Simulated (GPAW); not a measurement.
# STM contrast on 1T-TiTe2 monolayer

What would a tunnelling microscope show on 1T-TiTe2 monolayer?

Calculated with GPAW 26.7.0; GPAW, PAW setups; layer in a repeated cell with vacuum, relaxation of atoms and in-plane cell, in the first sound run; inputs show where later runs differ.

## (1) The structure

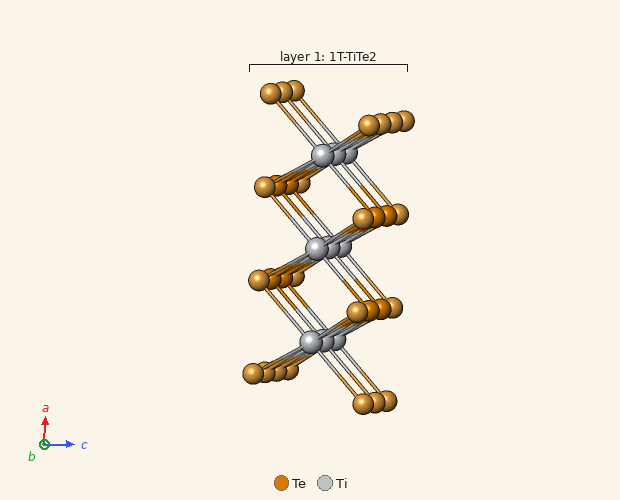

The starting structure, seen from the side, with the c axis across the page (tellurium orange, titanium light grey). 2×2×1 cells are drawn. Some periodic images of atoms are drawn too.

The cell holds 3 atoms: 2 Te and 1 Ti. Its edges and angles: a = 3.750 Å, b = 3.750 Å, c = 21.676 Å, α = 90.0°, β = 90.0°, γ = 120.0°. Vacuum lies along c.

## (2) Relaxation

Forces are removed first; all later runs use this geometry.

Input file run.py:

```python
import json
import numpy as np
from ase import Atoms
from ase.filters import FrechetCellFilter
from ase.optimize import BFGS
from gpaw import GPAW, PW

slab = Atoms(
    ['Te', 'Ti', 'Te'],
    positions=[
        [1.87500, 1.08253, 9.00000],
        [0.00000, 0.00000, 10.83796],
        [-0.00000, 2.16506, 12.67592]],
    cell=[[3.75, 0.0, 0.0], [-1.875, 3.2476, 0.0], [0.0, 0.0, 21.6759]],
    pbc=[True, True, True])

slab.calc = GPAW(mode=PW(600), xc='PBE', kpts={'size': (9, 9, 1), 'gamma': True},
                 occupations={'name': 'fermi-dirac', 'width': 0.05}, nbands='160%',
                 convergence={'density': 1e-05}, maxiter=200,
                 symmetry={'tolerance': 1e-3}, txt='slab.txt')
result = {}
# The in-plane cell is free; stress needs a cell that repeats along all three vectors
path = []
opt = BFGS(FrechetCellFilter(slab, mask=[1, 1, 0, 0, 0, 1]), maxstep=0.2)
opt.attach(lambda: path.append((slab.get_potential_energy(), slab.positions.tolist(), slab.get_forces().tolist())))
result['relaxed'] = bool(opt.run(fmax=0.02, steps=45))
result['path'] = path
result['cell'] = slab.cell.tolist()
print('in-plane lattice', slab.cell.cellpar().round(4)[[0, 1, 5]])
energy = slab.get_potential_energy()
fermi = slab.calc.get_fermi_level()
v = slab.calc.get_electrostatic_potential().mean((0, 1)) - fermi
n = slab.calc.get_pseudo_density().mean((0, 1))
L = slab.cell[2, 2]
z = np.arange(len(v)) * L / len(v)
low, high = slab.positions[:, 2].min(), slab.positions[:, 2].max()
below, above = np.interp([low - 6.8, high + 6.8], z, v)
slopes = [np.interp(x, z, np.gradient(v, z)) for x in (low - 6.8, high + 6.8)]
eps = np.array([[slab.calc.get_eigenvalues(k, s) for k in range(len(slab.calc.get_ibz_k_points()))]
                for s in range(slab.calc.get_number_of_spins())]) - fermi
top, bottom = eps[eps < 0].max(), eps[eps > 0].min()
dipole = slab.get_dipole_moment()[2]
print(f'energy {energy:.4f} eV, Fermi level {fermi:.4f} eV, dipole {dipole:.5f} e A')
print(f'potential 6.8 A off the faces, from the Fermi level: lower {below:.4f} eV, upper {above:.4f} eV')
print(f'slope of the potential there: lower {slopes[0]:.5f}, upper {slopes[1]:.5f} eV/A')
print(f'nearest levels on the mesh: {top:.4f} and {bottom:.4f} eV')
print('magnetic moment', round(slab.get_magnetic_moment(), 3))
result.update(energy=energy, fermi=fermi, dipole=dipole, below=below, above=above, slopes=slopes, edges=[top, bottom],
              z=z.tolist(), v=v.tolist(), n=n.tolist(), positions=slab.positions.tolist(),
              forces=slab.get_forces(apply_constraint=False).tolist(), moments=slab.get_magnetic_moments().tolist())
json.dump(result, open('result.json', 'w'))
```

Launch:

```sh
OMP_NUM_THREADS=1 OPENBLAS_NUM_THREADS=1 python run.py
```

The program printed:

```text
Step          Energy          fmax
BFGS:    0      -15.098050        0.738378
BFGS:    1      -15.116722        0.639136
BFGS:    2      -15.161748        0.155893
BFGS:    3      -15.163008        0.097701
BFGS:    4      -15.163790        0.075836
BFGS:    5      -15.166788        0.070421
BFGS:    6      -15.167810        0.034421
BFGS:    7      -15.168036        0.005698
in-plane lattice [  3.7369   3.737  120.    ]
energy -15.1629 eV, Fermi level -1.3688 eV, dipole -0.00038 e A
potential 6.8 A off the faces, from the Fermi level: lower 4.8731 eV, upper 4.8723 eV
slope of the potential there: lower 0.00026, upper 0.00007 eV/A
nearest levels on the mesh: -0.0935 and 0.0219 eV
magnetic moment 0.0
```

Wall time 5.8 min (1 thread of Arm Neoverse V1, shared host); peak memory 0.37 GiB.

Numbers from this step:

| Quantity | Value |
| --- | --- |
| dipole along the normal | -3.82e-4 e·Å |
| levels nearest the Fermi level on the mesh | -0.09348, 0.02190 eV from the Fermi level |

The electrostatic potential energy of an electron (without an applied field's), less the Fermi level, planar mean by z:

```csv
z (Å),"electrostatic potential energy of an electron (without an applied field's), less the Fermi level, planar mean (eV)"
0,4.87
1,4.87
2,4.87
3,4.87
4,4.87
5,4.87
6,4.86
7,4.71
8,2.11
9,-17.4
10,-3.48
11,-10.6
12,-6.83
13,-9.90
14,3.75
15,4.81
16,4.87
17,4.87
18,4.87
19,4.87
20,4.87
21,4.87
```

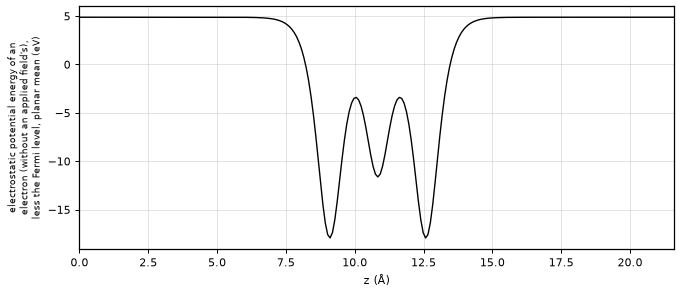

Electrostatic potential energy of an electron (without an applied field's), less the Fermi level, planar mean against z.

The pseudo valence density, planar mean oscillates, so the rows of the table below give means over windows of 1 Å about each position, cut where the curve ends. Its maxima inside the range that stand out by 2 % of the span (Å: e/Å³): 8.5: 0.264, 9.7: 0.322, 10.9: 0.988, 12.0: 0.322, 13.2: 0.264. Its minima: 9.0: 0.106, 10.1: 0.300, 11.6: 0.300, 12.7: 0.106.

Pseudo valence density, planar mean against z; means over each step:

```csv
z (Å),"pseudo valence density, planar mean (e/Å³)"
5,3.7e-5
6,6.2e-4
7,0.0104
8,0.126
9,0.196
10,0.369
11,0.739
12,0.280
13,0.196
14,0.0628
15,0.00419
16,2.5e-4
17,1.5e-5
```

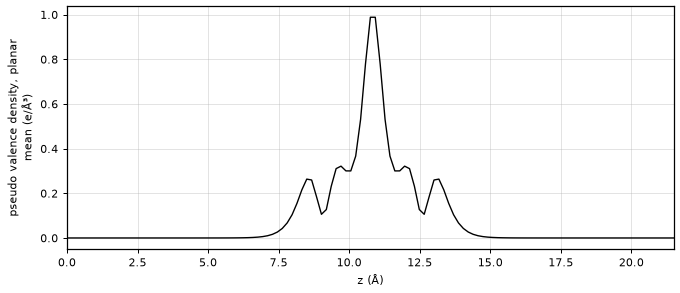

Pseudo valence density, planar mean against z.

The relaxation lowered the energy of the cell by 0.0695 eV (energies extrapolated to zero smearing; the optimiser's log prints free energies). The largest force left on a free atom is 0.0051 eV/Å.

## (3) The slab's potential

With the geometry fixed, the planar mean of the potential gives the vacuum level on each side.

This step: GPAW, PAW setups; slab in vacuum (GPAW 26.7.0).

The cell differs from the one that the last finished run ended in (c 21.676 → 21.503 Å).

Input file run.py:

```python
import json
import numpy as np
from ase import Atoms
from ase.dft.stm import STM
from gpaw import GPAW, PW

slab = Atoms(
    ['Te', 'Ti', 'Te'],
    positions=[
        [1.86847, 1.07876, 9.00000],
        [-0.00000, 0.00000, 10.75143],
        [-0.00000, 2.15752, 12.50285]],
    cell=[[3.73695, -0.0, 0.0], [-1.86847, 3.2363, 0.0], [0.0, 0.0, 21.5029]],
    pbc=[True, True, False])

slab.calc = GPAW(mode=PW(400), xc='PBE', kpts={'size': (9, 9, 1), 'gamma': True},
                 occupations={'name': 'fermi-dirac', 'width': 0.05}, nbands='160%',
                 convergence={'density': 1e-05}, maxiter=200,
                 poissonsolver={'dipolelayer': 'xy'},
                 symmetry={'tolerance': 1e-3}, txt='slab.txt')
result = {}
energy = slab.get_potential_energy()
fermi = slab.calc.get_fermi_level()
v = slab.calc.get_electrostatic_potential().mean((0, 1)) - fermi
n = slab.calc.get_pseudo_density().mean((0, 1))
L = slab.cell[2, 2]
z = np.arange(len(v)) * L / len(v)
low, high = slab.positions[:, 2].min(), slab.positions[:, 2].max()
below, above = np.interp([low - 6.8, high + 6.8], z, v)
slopes = [np.interp(x, z, np.gradient(v, z)) for x in (low - 6.8, high + 6.8)]
eps = np.array([[slab.calc.get_eigenvalues(k, s) for k in range(len(slab.calc.get_ibz_k_points()))]
                for s in range(slab.calc.get_number_of_spins())]) - fermi
top, bottom = eps[eps < 0].max(), eps[eps > 0].min()
dipole = slab.get_dipole_moment()[2]
print(f'energy {energy:.4f} eV, Fermi level {fermi:.4f} eV, dipole {dipole:.5f} e A')
print(f'potential 6.8 A off the faces, from the Fermi level: lower {below:.4f} eV, upper {above:.4f} eV')
print(f'slope of the potential there: lower {slopes[0]:.5f}, upper {slopes[1]:.5f} eV/A')
print(f'nearest levels on the mesh: {top:.4f} and {bottom:.4f} eV')
print('magnetic moment', round(slab.get_magnetic_moment(), 3))
result.update(energy=energy, fermi=fermi, dipole=dipole, below=below, above=above, slopes=slopes, edges=[top, bottom],
              z=z.tolist(), v=v.tolist(), n=n.tolist(), positions=slab.positions.tolist(),
              forces=slab.get_forces(apply_constraint=False).tolist(), moments=slab.get_magnetic_moments().tolist())

# Images need the states of the whole zone, up to time reversal
slab.calc = slab.calc.fixed_density(symmetry={'point_group': False}, txt='states.txt', nbands='250%',
                                    convergence={'bands': 'CBM+1.3'})
stm = STM(slab)
result['stm'] = []
for bias in [-1.0, 1.0]:
    height = high + 4.0
    current = stm.get_averaged_current(bias, height)
    x, y, h = stm.scan(bias, current)
    i, f = divmod(height / L * stm.ldos.shape[2], 1)
    I = abs((1 - f) * stm.ldos[:, :, int(i)] + f * stm.ldos[:, :, int(i) + 1])
    print(f'bias {bias} V: mean current at 4.0 A {current:.4e}, corrugation {np.ptp(h):.4f} A')
    result['stm'].append(dict(bias=bias, current=current, h=(h - high).tolist(), I=I.tolist()))
json.dump(result, open('result.json', 'w'))
```

The program printed:

```text
energy -15.0830 eV, Fermi level -1.3381 eV, dipole -0.00116 e A
potential 6.8 A off the faces, from the Fermi level: lower 4.8668 eV, upper 4.8751 eV
slope of the potential there: lower 0.00010, upper -0.00010 eV/A
nearest levels on the mesh: -0.0934 and 0.0219 eV
magnetic moment 0.0
bias -1.0 V: mean current at 4.0 A 4.4837e-06, corrugation 0.2908 A
bias 1.0 V: mean current at 4.0 A 6.0579e-06, corrugation 0.2807 A
```

Wall time 1.8 min (1 thread); peak memory 0.37 GiB.

Numbers from this step:

```
dipole along the normal                    : -0.001161 e·Å
levels nearest the Fermi level on the mesh : -0.09335, 0.02187 eV from the Fermi level
upper work function                        : 4.875 eV
lower work function                        : 4.867 eV
corrugation -1                             : 0.2908 Å
corrugation 1                              : 0.2807 Å
```

The electrostatic potential energy of an electron (without an applied field's), less the Fermi level, planar mean by z:

```
z (Å)  electrostatic potential energy of an electron (without an applied field's), less the Fermi level, planar mean (eV)
    0                                                                                                                4.87
    2                                                                                                                4.87
    4                                                                                                                4.87
    6                                                                                                                4.85
    8                                                                                                                1.35
   10                                                                                                               -3.47
   12                                                                                                               -8.64
   14                                                                                                                4.00
   16                                                                                                                4.87
   18                                                                                                                4.88
   20                                                                                                                4.88
```

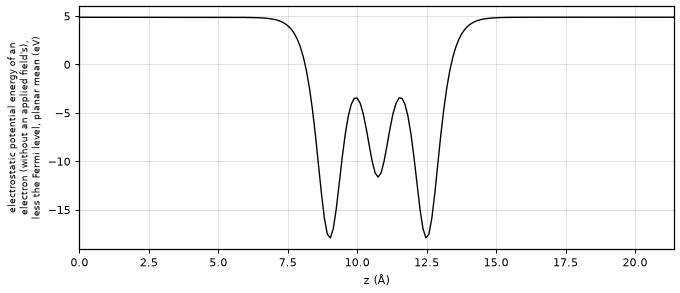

Electrostatic potential energy of an electron (without an applied field's), less the Fermi level, planar mean against z.

The pseudo valence density, planar mean oscillates, so the rows of the table below give means over windows of 2 Å about each position, cut where the curve ends. Its maxima inside the range that stand out by 2 % of the span (Å: e/Å³): 8.4: 0.259, 9.7: 0.316, 10.8: 1.02, 11.8: 0.316, 13.1: 0.259. Its minima: 9.0: 0.103, 9.9: 0.295, 11.6: 0.295, 12.5: 0.103.

Pseudo valence density, planar mean against z; means over each step:

```csv
z (Å),"pseudo valence density, planar mean (e/Å³)"
4,6.4e-6
6,0.00177
8,0.125
10,0.482
12,0.304
14,0.0796
16,4.3e-4
18,1.6e-6
```

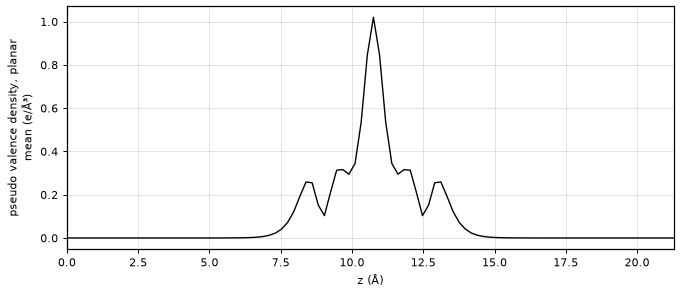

Pseudo valence density, planar mean, plotted against z.

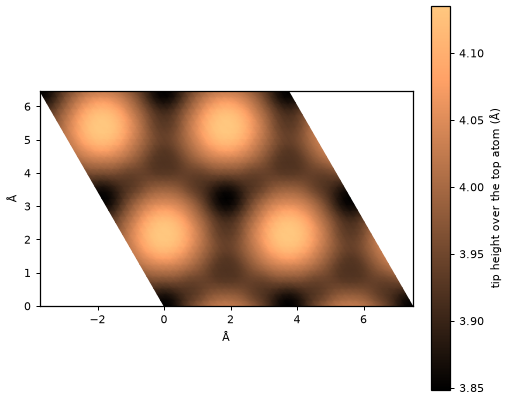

Tip height over the top atom over a1 and a2. Sample bias -1 V, constant current at the mean current 4.0 Å over the top atom. The cell is repeated, with its origin at the lower left corner.

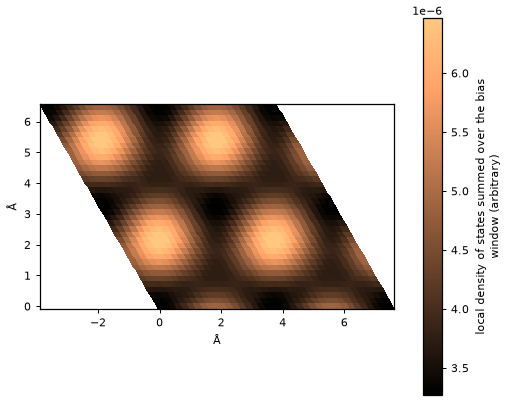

Local density of states summed over the bias window over a1 and a2. Sample bias -1 V, constant height 4.0 Å over the top atom. The cell is repeated, with its origin at the lower left corner.

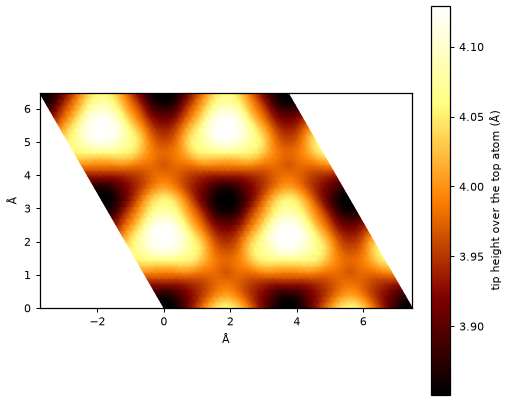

Tip height over the top atom over a1 and a2. Sample bias 1 V, constant current at the mean current 4.0 Å over the top atom. The cell is repeated, with its origin at the lower left corner.

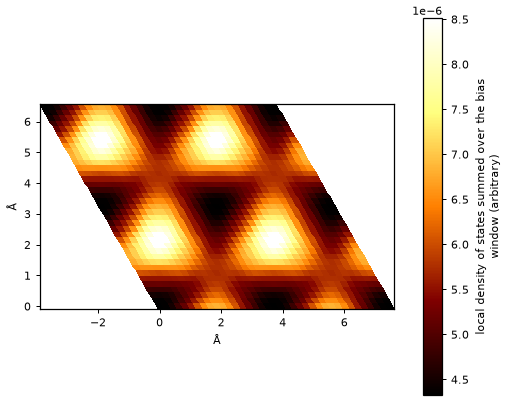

Local density of states summed over the bias window over a1 and a2. Sample bias 1 V, constant height 4.0 Å over the top atom. The cell is repeated, with its origin at the lower left corner.

The potential is flat to 9.5e-5 eV/Å where it is read, so the vacuum is wide enough.

## (4) A changed run

One more run, with changed settings.

Changes to run.py since step 3:

```diff
@@ -3,3 +3,2 @@
 from ase import Atoms
-from ase.dft.stm import STM
 from gpaw import GPAW, PW
@@ -15,5 +14,5 @@
 
-slab.calc = GPAW(mode=PW(400), xc='PBE', kpts={'size': (9, 9, 1), 'gamma': True},
+slab.calc = GPAW(mode=PW(400), xc='PBE', kpts={'size': (1, 1, 1), 'gamma': True},
                  occupations={'name': 'fermi-dirac', 'width': 0.05}, nbands='160%',
-                 convergence={'density': 1e-05}, maxiter=200,
+                 convergence={'density': 1e-05}, maxiter=75,
                  poissonsolver={'dipolelayer': 'xy'},
@@ -42,16 +41,2 @@
               forces=slab.get_forces(apply_constraint=False).tolist(), moments=slab.get_magnetic_moments().tolist())
-
-# Images need the states of the whole zone, up to time reversal
-slab.calc = slab.calc.fixed_density(symmetry={'point_group': False}, txt='states.txt', nbands='250%',
-                                    convergence={'bands': 'CBM+1.3'})
-stm = STM(slab)
-result['stm'] = []
-for bias in [-1.0, 1.0]:
-    height = high + 4.0
-    current = stm.get_averaged_current(bias, height)
-    x, y, h = stm.scan(bias, current)
-    i, f = divmod(height / L * stm.ldos.shape[2], 1)
-    I = abs((1 - f) * stm.ldos[:, :, int(i)] + f * stm.ldos[:, :, int(i) + 1])
-    print(f'bias {bias} V: mean current at 4.0 A {current:.4e}, corrugation {np.ptp(h):.4f} A')
-    result['stm'].append(dict(bias=bias, current=current, h=(h - high).tolist(), I=I.tolist()))
 json.dump(result, open('result.json', 'w'))
```

The program printed:

```text
energy -3.2327 eV, Fermi level -1.0255 eV, dipole -0.00116 e A
potential 6.8 A off the faces, from the Fermi level: lower 5.0199 eV, upper 5.0281 eV
slope of the potential there: lower 0.00008, upper -0.00008 eV/A
nearest levels on the mesh: -0.0549 and 0.0005 eV
magnetic moment 0.0
```

Elapsed: 7.1 s, on 1 thread; peak memory 0.17 GiB.

The run finished. A setting was moved off its sound value on purpose, so it serves as a test and not as the result.

The fault put into the input: one k-point (kpts = [1, 1]).

Side by side:

```
                quantity  this run  sound run  difference
upper work function (eV)    5.0281     4.8751       0.153
lower work function (eV)    5.0199     4.8668       0.153
```

The two runs differ clearly in the lower work function: 5.02 eV against 4.87 eV.

## (5) Summary of results

* work function, upper and lower face: 4.875 and 4.867 eV
* dipole along the normal: -0.0012 e Å, near the numerical noise
* corrugation at -1 V: 0.291 Å
* corrugation at 1 V: 0.281 Å

**Reading.** The tip height varies by 0.28 to 0.29 Å over the cell, much the same at every bias tried. Negative sample bias images filled states, positive bias empty ones. The images are of Tersoff-Hamann type: an s-wave tip, no tip-sample forces, heights closer than in a microscope. The small printed dipole stands for a step of 17 meV from the lower to the upper face, and the probes find 8.3 meV; values this small are near the numerical noise of both. The runs had no spin polarisation, so a magnetic state, which thin layers of d-metal atoms can have, wasn't tested. The layer's cell and atoms come from the relaxation; spin-orbit coupling and temperature are left out.

[Logs are printed without paths, hosts, clocks, repeated set-up lines and the standing remarks that a program may print on its own settings, such as how far it seeks lower states.]

[Hosts, paths, dates, database ids (printed as entryN), source tags and the programs' standing remarks are cut or masked in the printed files.]
